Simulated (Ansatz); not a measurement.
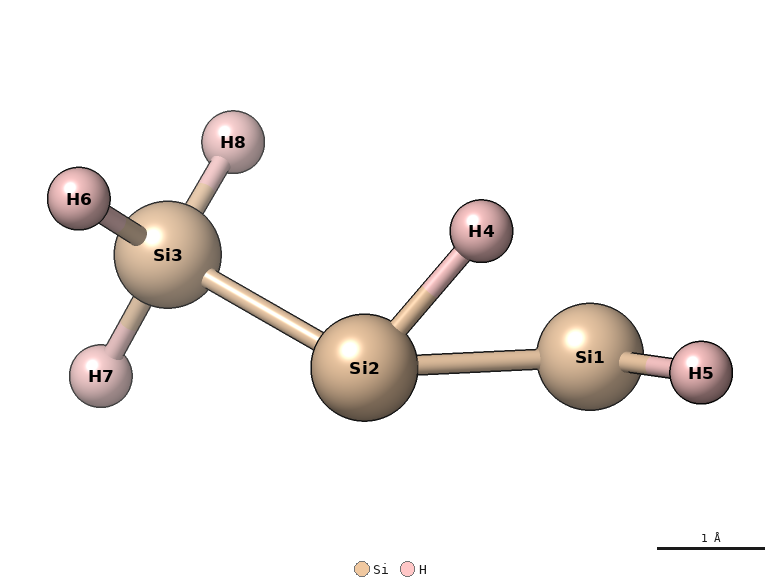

Orthographic view. Atoms fade into the background with distance from the viewer. The species has charge +1 and is a spin singlet. Computed geometry: PBE-D4/def2-SVP optimisation. No frequency run is at hand to confirm it as a minimum.

Give the geometry as a Z-matrix, atoms in numerical order, with these reference atoms: 2 to 1; 3 to 2, 1; 4 to 2, 1, 3; 5 to 1, 4, 2; 6 to 3, 2, 4; 7 to 3, 6, 2; 8 to 3, 7, 6.

```
Si 
Si   1   2.168
Si   2   2.411   1   129.0
H    2   1.712   1    51.3   3   -75.7
H    1   1.512   4    99.4   2  -123.0
H    3   1.497   2   103.2   4   -84.5
H    3   1.497   6   114.0   2   110.5
H    3   1.497   7   115.0   6  -135.2
```
